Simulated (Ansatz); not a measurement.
## Molecular dynamics of TaH3Cl4O2 (part 1 of 3)

The run: molecular dynamics of TaH3Cl4O2. Method and program: RHF/def2-SVP (Ansatz 0.2.0).

It belongs to a series of runs on one base structure; here: dynamics from the highest image of the converged band. Figures and captions count atoms from 1; the log counts them from 0 in places.

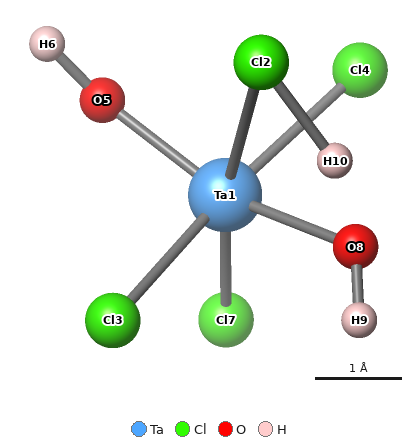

*The starting structure (ball-and-stick view, seen at a tilt; atoms are numbered from 1 in the order of the input). Sticks mark near contacts.*

Bond lengths as drawn: Cl–H 1.46 Å, Cl–Ta 2.30 to 2.85 Å, H–O 0.94 to 0.95 Å and O–Ta 1.83 to 2.04 Å.

Key numbers

- outcome: finished
- mean temperature over the second half: 1030 K
- trajectory: 200 steps, 100 fs
- ensemble: nve
- temperature in the input: 300.0 K
- time step: 0.5 fs
- potential energy (last step): −55660.0078 eV
- mean-field energy (last step): −55660.0078 eV
- largest force (length of the vector) (last step): 1.159 eV/Å
- hardware: 4 threads of AMD EPYC (Zen 5), 32 GiB of memory available, shared host
- wall time: 3.1 min (CPU time 11 min)
- peak memory: 0.49 GiB

So short a trajectory is not equilibrated.

The input
```yaml
crystal:
  periodic: [false, false, false]
  atoms:
    - { symbol: Ta, position_ang: [-0.360022, -0.44239, 0.208711] }
    - { symbol: Cl, position_ang: [2.331223, 0.440401, 0.47802] }
    - { symbol: Cl, position_ang: [-0.468062, -0.4088, 2.590626] }
    - { symbol: Cl, position_ang: [0.168352, -0.650294, -2.072557] }
    - { symbol: O, position_ang: [-0.796875, 1.335077, 0.091557] }
    - { symbol: H, position_ang: [-0.63963, 2.264064, 0.162868] }
    - { symbol: Cl, position_ang: [-2.366382, -1.543576, 0.005214] }
    - { symbol: O, position_ang: [1.0441, -1.889952, 0.524056] }
    - { symbol: H, position_ang: [1.037523, -2.481489, 1.267111] }
    - { symbol: H, position_ang: [2.007874, -0.981941, 0.546694] }
basis:
  gaussian: { orbitals: def2-SVP }
hamiltonian:
  xc: hf
md:
  timestep: 0.5
  n_steps: 200
  ensemble: nve
  temperature: 300.0
  initial_velocities: maxwell_boltzmann
  seed: 4446
```

Launched with:
```bash
ansatz run input.yaml --threads 4 --pin off --max-ram 5120MiB --backend cpu --events-out ev --progress --plain --runs-dir out
```

Log
```
Engine: ansatz 0.2.0, x86_64-unknown-linux-gnu
Functional definition: HF
  exchange = exact_x
  correlation = 0
1485 factors; integrals over basis functions are off by at most 2.9e-4 eV
mean field evaluation 1: about -55651.4774 eV, gradient 5.7e1 eV
mean field evaluation 2: about -55651.6841 eV, gradient 5.7e1 eV
mean field evaluation 4: about -55658.6792 eV, gradient 5.2e0 eV
mean field evaluation 8: about -55658.7751 eV, gradient 6.2e-1 eV
mean field -55658.77680355 eV, -2045.4223206565 hartree, gradient 6.1e-5 eV, S^2 0.000000; 0 other end points of the search recorded, 0 dependent functions left out
the calculation of the forces begins
reference -55658.77680355 eV, -2045.4223206565 hartree; 50, 50 occupied and 97, 97 virtual orbitals, 1485 factors
md step     0: t =     0.00 fs  T =   300.0 K  F+E_penalty+E_count = -55658.77680355 eV  E_kin = 0.310224 eV  conserved = -55658.46657955 eV  (40 SCF iters)
these checks for a lower state are left out or cut short: starts, cluster_reference, orbital_swaps, neighbouring_geometries, increment
1485 factors; integrals over basis functions are off by at most 3.0e-4 eV
mean field evaluation 16: about -55658.7639 eV, gradient 1.2e0 eV
mean field -55658.76788603 eV, -2045.4219929437 hartree, gradient 1.6e-5 eV, S^2 0.000000; 0 other end points of the search recorded, 0 dependent functions left out
the calculation of the forces begins
reference -55658.76788603 eV, -2045.4219929437 hartree; 50, 50 occupied and 97, 97 virtual orbitals, 1485 factors
md step     1: t =     0.50 fs  T =   291.8 K  F+E_penalty+E_count = -55658.76788603 eV  E_kin = 0.301717 eV  conserved = -55658.46616929 eV  (41 SCF iters)
[... from here on the SCF iterations and repeated set-up lines of each step are left out, up to the last step ...]
md step     2: t =     1.00 fs  T =   271.9 K  F+E_penalty+E_count = -55658.74660322 eV  E_kin = 0.281146 eV  conserved = -55658.46545727 eV  (41 SCF iters)
md step     3: t =     1.50 fs  T =   250.4 K  F+E_penalty+E_count = -55658.72370167 eV  E_kin = 0.258888 eV  conserved = -55658.46481402 eV  (41 SCF iters)
md step     4: t =     2.00 fs  T =   236.6 K  F+E_penalty+E_count = -55658.70915740 eV  E_kin = 0.244675 eV  conserved = -55658.46448241 eV  (42 SCF iters)
md step     5: t =     2.50 fs  T =   235.6 K  F+E_penalty+E_count = -55658.70820567 eV  E_kin = 0.243656 eV  conserved = -55658.46454972 eV  (42 SCF iters)
md step     6: t =     3.00 fs  T =   246.5 K  F+E_penalty+E_count = -55658.71982379 eV  E_kin = 0.254852 eV  conserved = -55658.46497190 eV  (41 SCF iters)
md step     7: t =     3.50 fs  T =   262.9 K  F+E_penalty+E_count = -55658.73742914 eV  E_kin = 0.271838 eV  conserved = -55658.46559105 eV  (41 SCF iters)
md step     8: t =     4.00 fs  T =   276.0 K  F+E_penalty+E_count = -55658.75151174 eV  E_kin = 0.285373 eV  conserved = -55658.46613878 eV  (41 SCF iters)
md step     9: t =     4.50 fs  T =   278.3 K  F+E_penalty+E_count = -55658.75402644 eV  E_kin = 0.287758 eV  conserved = -55658.46626845 eV  (41 SCF iters)
md step    10: t =     5.00 fs  T =   268.8 K  F+E_penalty+E_count = -55658.74372972 eV  E_kin = 0.277996 eV  conserved = -55658.46573398 eV  (41 SCF iters)
md step    11: t =     5.50 fs  T =   256.1 K  F+E_penalty+E_count = -55658.72954802 eV  E_kin = 0.264841 eV  conserved = -55658.46470747 eV  (41 SCF iters)
md step    12: t =     6.00 fs  T =   254.9 K  F+E_penalty+E_count = -55658.72746349 eV  E_kin = 0.263579 eV  conserved = -55658.46388495 eV  (41 SCF iters)
md step    13: t =     6.50 fs  T =   276.6 K  F+E_penalty+E_count = -55658.75002010 eV  E_kin = 0.286057 eV  conserved = -55658.46396262 eV  (41 SCF iters)
md step    14: t =     7.00 fs  T =   320.4 K  F+E_penalty+E_count = -55658.79626857 eV  E_kin = 0.331349 eV  conserved = -55658.46491947 eV  (41 SCF iters)
md step    15: t =     7.50 fs  T =   373.3 K  F+E_penalty+E_count = -55658.85210655 eV  E_kin = 0.386011 eV  conserved = -55658.46609563 eV  (41 SCF iters)
md step    16: t =     8.00 fs  T =   418.7 K  F+E_penalty+E_count = -55658.89994864 eV  E_kin = 0.432988 eV  conserved = -55658.46696059 eV  (41 SCF iters)
md step    17: t =     8.50 fs  T =   444.4 K  F+E_penalty+E_count = -55658.92707911 eV  E_kin = 0.459565 eV  conserved = -55658.46751370 eV  (41 SCF iters)
md step    18: t =     9.00 fs  T =   443.6 K  F+E_penalty+E_count = -55658.92663260 eV  E_kin = 0.458671 eV  conserved = -55658.46796141 eV  (41 SCF iters)
md step    19: t =     9.50 fs  T =   413.1 K  F+E_penalty+E_count = -55658.89534426 eV  E_kin = 0.427203 eV  conserved = -55658.46814145 eV  (41 SCF iters)
md step    20: t =    10.00 fs  T =   356.6 K  F+E_penalty+E_count = -55658.83606955 eV  E_kin = 0.368744 eV  conserved = -55658.46732550 eV  (41 SCF iters)
md step    21: t =    10.50 fs  T =   292.2 K  F+E_penalty+E_count = -55658.76720461 eV  E_kin = 0.302168 eV  conserved = -55658.46503699 eV  (42 SCF iters)
md step    22: t =    11.00 fs  T =   255.5 K  F+E_penalty+E_count = -55658.72673873 eV  E_kin = 0.264160 eV  conserved = -55658.46257869 eV  (41 SCF iters)
md step    23: t =    11.50 fs  T =   279.3 K  F+E_penalty+E_count = -55658.75140013 eV  E_kin = 0.288774 eV  conserved = -55658.46262634 eV  (41 SCF iters)
md step    24: t =    12.00 fs  T =   361.6 K  F+E_penalty+E_count = -55658.83971440 eV  E_kin = 0.373956 eV  conserved = -55658.46575808 eV  (41 SCF iters)
md step    25: t =    12.50 fs  T =   460.3 K  F+E_penalty+E_count = -55658.94520248 eV  E_kin = 0.475976 eV  conserved = -55658.46922671 eV  (41 SCF iters)
md step    26: t =    13.00 fs  T =   526.6 K  F+E_penalty+E_count = -55659.01487969 eV  E_kin = 0.544504 eV  conserved = -55658.47037568 eV  (41 SCF iters)
md step    27: t =    13.50 fs  T =   540.6 K  F+E_penalty+E_count = -55659.02810966 eV  E_kin = 0.559011 eV  conserved = -55658.46909853 eV  (41 SCF iters)
md step    28: t =    14.00 fs  T =   515.6 K  F+E_penalty+E_count = -55659.00017451 eV  E_kin = 0.533137 eV  conserved = -55658.46703753 eV  (41 SCF iters)
md step    29: t =    14.50 fs  T =   477.2 K  F+E_penalty+E_count = -55658.95928451 eV  E_kin = 0.493488 eV  conserved = -55658.46579614 eV  (41 SCF iters)
md step    30: t =    15.00 fs  T =   442.2 K  F+E_penalty+E_count = -55658.92296984 eV  E_kin = 0.457222 eV  conserved = -55658.46574751 eV  (41 SCF iters)
md step    31: t =    15.50 fs  T =   411.7 K  F+E_penalty+E_count = -55658.89188016 eV  E_kin = 0.425746 eV  conserved = -55658.46613378 eV  (41 SCF iters)
md step    32: t =    16.00 fs  T =   381.0 K  F+E_penalty+E_count = -55658.86012688 eV  E_kin = 0.394014 eV  conserved = -55658.46611320 eV  (41 SCF iters)
md step    33: t =    16.50 fs  T =   350.2 K  F+E_penalty+E_count = -55658.82760160 eV  E_kin = 0.362126 eV  conserved = -55658.46547559 eV  (41 SCF iters)
md step    34: t =    17.00 fs  T =   327.8 K  F+E_penalty+E_count = -55658.80354476 eV  E_kin = 0.339001 eV  conserved = -55658.46454346 eV  (40 SCF iters)
md step    35: t =    17.50 fs  T =   327.1 K  F+E_penalty+E_count = -55658.80198925 eV  E_kin = 0.338198 eV  conserved = -55658.46379086 eV  (42 SCF iters)
md step    36: t =    18.00 fs  T =   358.6 K  F+E_penalty+E_count = -55658.83448183 eV  E_kin = 0.370855 eV  conserved = -55658.46362668 eV  (41 SCF iters)
md step    37: t =    18.50 fs  T =   424.8 K  F+E_penalty+E_count = -55658.90362826 eV  E_kin = 0.439260 eV  conserved = -55658.46436845 eV  (41 SCF iters)
md step    38: t =    19.00 fs  T =   514.5 K  F+E_penalty+E_count = -55658.99828905 eV  E_kin = 0.532048 eV  conserved = -55658.46624134 eV  (41 SCF iters)
md step    39: t =    19.50 fs  T =   601.2 K  F+E_penalty+E_count = -55659.09082973 eV  E_kin = 0.621638 eV  conserved = -55658.46919207 eV  (41 SCF iters)
md step    40: t =    20.00 fs  T =   645.2 K  F+E_penalty+E_count = -55659.13955726 eV  E_kin = 0.667221 eV  conserved = -55658.47233609 eV  (41 SCF iters)
md step    41: t =    20.50 fs  T =   610.1 K  F+E_penalty+E_count = -55659.10428232 eV  E_kin = 0.630935 eV  conserved = -55658.47334694 eV  (41 SCF iters)
md step    42: t =    21.00 fs  T =   495.0 K  F+E_penalty+E_count = -55658.98137601 eV  E_kin = 0.511826 eV  conserved = -55658.46955015 eV  (41 SCF iters)
md step    43: t =    21.50 fs  T =   362.9 K  F+E_penalty+E_count = -55658.83763080 eV  E_kin = 0.375227 eV  conserved = -55658.46240344 eV  (41 SCF iters)
md step    44: t =    22.00 fs  T =   311.5 K  F+E_penalty+E_count = -55658.78133110 eV  E_kin = 0.322105 eV  conserved = -55658.45922653 eV  (41 SCF iters)
md step    45: t =    22.50 fs  T =   382.3 K  F+E_penalty+E_count = -55658.85903612 eV  E_kin = 0.395359 eV  conserved = -55658.46367680 eV  (41 SCF iters)
md step    46: t =    23.00 fs  T =   518.3 K  F+E_penalty+E_count = -55659.00611704 eV  E_kin = 0.535953 eV  conserved = -55658.47016409 eV  (41 SCF iters)
md step    47: t =    23.50 fs  T =   627.0 K  F+E_penalty+E_count = -55659.12149822 eV  E_kin = 0.648360 eV  conserved = -55658.47313773 eV  (41 SCF iters)
md step    48: t =    24.00 fs  T =   655.7 K  F+E_penalty+E_count = -55659.15034329 eV  E_kin = 0.678015 eV  conserved = -55658.47232780 eV  (41 SCF iters)
md step    49: t =    24.50 fs  T =   605.5 K  F+E_penalty+E_count = -55659.09576868 eV  E_kin = 0.626088 eV  conserved = -55658.46968058 eV  (41 SCF iters)
md step    50: t =    25.00 fs  T =   508.9 K  F+E_penalty+E_count = -55658.99302326 eV  E_kin = 0.526243 eV  conserved = -55658.46678040 eV  (41 SCF iters)
md step    51: t =    25.50 fs  T =   406.5 K  F+E_penalty+E_count = -55658.88482720 eV  E_kin = 0.420386 eV  conserved = -55658.46444099 eV  (41 SCF iters)
md step    52: t =    26.00 fs  T =   333.0 K  F+E_penalty+E_count = -55658.80727713 eV  E_kin = 0.344311 eV  conserved = -55658.46296631 eV  (41 SCF iters)
md step    53: t =    26.50 fs  T =   310.7 K  F+E_penalty+E_count = -55658.78373456 eV  E_kin = 0.321305 eV  conserved = -55658.46242983 eV  (41 SCF iters)
md step    54: t =    27.00 fs  T =   348.0 K  F+E_penalty+E_count = -55658.82276537 eV  E_kin = 0.359890 eV  conserved = -55658.46287552 eV  (41 SCF iters)
md step    55: t =    27.50 fs  T =   437.8 K  F+E_penalty+E_count = -55658.91713988 eV  E_kin = 0.452725 eV  conserved = -55658.46441519 eV  (41 SCF iters)
md step    56: t =    28.00 fs  T =   556.4 K  F+E_penalty+E_count = -55659.04248223 eV  E_kin = 0.575317 eV  conserved = -55658.46716566 eV  (42 SCF iters)
md step    57: t =    28.50 fs  T =   663.3 K  F+E_penalty+E_count = -55659.15676016 eV  E_kin = 0.685860 eV  conserved = -55658.47089978 eV  (41 SCF iters)
md step    58: t =    29.00 fs  T =   707.7 K  F+E_penalty+E_count = -55659.20614212 eV  E_kin = 0.731828 eV  conserved = -55658.47431426 eV  (41 SCF iters)
md step    59: t =    29.50 fs  T =   650.9 K  F+E_penalty+E_count = -55659.14755815 eV  E_kin = 0.673123 eV  conserved = -55658.47443533 eV  (41 SCF iters)
md step    60: t =    30.00 fs  T =   507.2 K  F+E_penalty+E_count = -55658.99297869 eV  E_kin = 0.524500 eV  conserved = -55658.46847873 eV  (42 SCF iters)
md step    61: t =    30.50 fs  T =   369.8 K  F+E_penalty+E_count = -55658.84219209 eV  E_kin = 0.382404 eV  conserved = -55658.45978801 eV  (41 SCF iters)
md step    62: t =    31.00 fs  T =   354.3 K  F+E_penalty+E_count = -55658.82462812 eV  E_kin = 0.366372 eV  conserved = -55658.45825613 eV  (41 SCF iters)
md step    63: t =    31.50 fs  T =   479.8 K  F+E_penalty+E_count = -55658.96212432 eV  E_kin = 0.496112 eV  conserved = -55658.46601239 eV  (41 SCF iters)
md step    64: t =    32.00 fs  T =   645.4 K  F+E_penalty+E_count = -55659.14101946 eV  E_kin = 0.667399 eV  conserved = -55658.47362042 eV  (41 SCF iters)
md step    65: t =    32.50 fs  T =   739.8 K  F+E_penalty+E_count = -55659.24009239 eV  E_kin = 0.765023 eV  conserved = -55658.47506952 eV  (40 SCF iters)
md step    66: t =    33.00 fs  T =   726.9 K  F+E_penalty+E_count = -55659.22372344 eV  E_kin = 0.751633 eV  conserved = -55658.47209024 eV  (40 SCF iters)
md step    67: t =    33.50 fs  T =   637.0 K  F+E_penalty+E_count = -55659.12683128 eV  E_kin = 0.658741 eV  conserved = -55658.46809011 eV  (41 SCF iters)
md step    68: t =    34.00 fs  T =   523.5 K  F+E_penalty+E_count = -55659.00623306 eV  E_kin = 0.541322 eV  conserved = -55658.46491121 eV  (42 SCF iters)
md step    69: t =    34.50 fs  T =   432.5 K  F+E_penalty+E_count = -55658.91023446 eV  E_kin = 0.447213 eV  conserved = -55658.46302117 eV  (42 SCF iters)
md step    70: t =    35.00 fs  T =   393.0 K  F+E_penalty+E_count = -55658.86873380 eV  E_kin = 0.406395 eV  conserved = -55658.46233839 eV  (41 SCF iters)
md step    71: t =    35.50 fs  T =   416.0 K  F+E_penalty+E_count = -55658.89284698 eV  E_kin = 0.430128 eV  conserved = -55658.46271896 eV  (41 SCF iters)
md step    72: t =    36.00 fs  T =   495.5 K  F+E_penalty+E_count = -55658.97654177 eV  E_kin = 0.512428 eV  conserved = -55658.46411420 eV  (42 SCF iters)
md step    73: t =    36.50 fs  T =   610.3 K  F+E_penalty+E_count = -55659.09763605 eV  E_kin = 0.631122 eV  conserved = -55658.46651411 eV  (42 SCF iters)
md step    74: t =    37.00 fs  T =   724.5 K  F+E_penalty+E_count = -55659.21893156 eV  E_kin = 0.749211 eV  conserved = -55658.46972008 eV  (41 SCF iters)
md step    75: t =    37.50 fs  T =   793.0 K  F+E_penalty+E_count = -55659.29299527 eV  E_kin = 0.820074 eV  conserved = -55658.47292111 eV  (42 SCF iters)
md step    76: t =    38.00 fs  T =   776.1 K  F+E_penalty+E_count = -55659.27678031 eV  E_kin = 0.802594 eV  conserved = -55658.47418602 eV  (41 SCF iters)
md step    77: t =    38.50 fs  T =   668.3 K  F+E_penalty+E_count = -55659.16197046 eV  E_kin = 0.691100 eV  conserved = -55658.47087019 eV  (41 SCF iters)
md step    78: t =    39.00 fs  T =   529.1 K  F+E_penalty+E_count = -55659.01032209 eV  E_kin = 0.547143 eV  conserved = -55658.46317941 eV  (42 SCF iters)
md step    79: t =    39.50 fs  T =   466.4 K  F+E_penalty+E_count = -55658.94058908 eV  E_kin = 0.482261 eV  conserved = -55658.45832777 eV  (41 SCF iters)
md step    80: t =    40.00 fs  T =   541.1 K  F+E_penalty+E_count = -55659.02240678 eV  E_kin = 0.559522 eV  conserved = -55658.46288513 eV  (41 SCF iters)
md step    81: t =    40.50 fs  T =   694.6 K  F+E_penalty+E_count = -55659.18950786 eV  E_kin = 0.718258 eV  conserved = -55658.47125005 eV  (42 SCF iters)
md step    82: t =    41.00 fs  T =   812.2 K  F+E_penalty+E_count = -55659.31468934 eV  E_kin = 0.839867 eV  conserved = -55658.47482197 eV  (41 SCF iters)
md step    83: t =    41.50 fs  T =   831.2 K  F+E_penalty+E_count = -55659.33242382 eV  E_kin = 0.859490 eV  conserved = -55658.47293359 eV  (41 SCF iters)
md step    84: t =    42.00 fs  T =   764.1 K  F+E_penalty+E_count = -55659.25920291 eV  E_kin = 0.790130 eV  conserved = -55658.46907256 eV  (42 SCF iters)
md step    85: t =    42.50 fs  T =   659.3 K  F+E_penalty+E_count = -55659.14751645 eV  E_kin = 0.681803 eV  conserved = -55658.46571295 eV  (42 SCF iters)
md step    86: t =    43.00 fs  T =   564.4 K  F+E_penalty+E_count = -55659.04721260 eV  E_kin = 0.583597 eV  conserved = -55658.46361513 eV  (42 SCF iters)
```
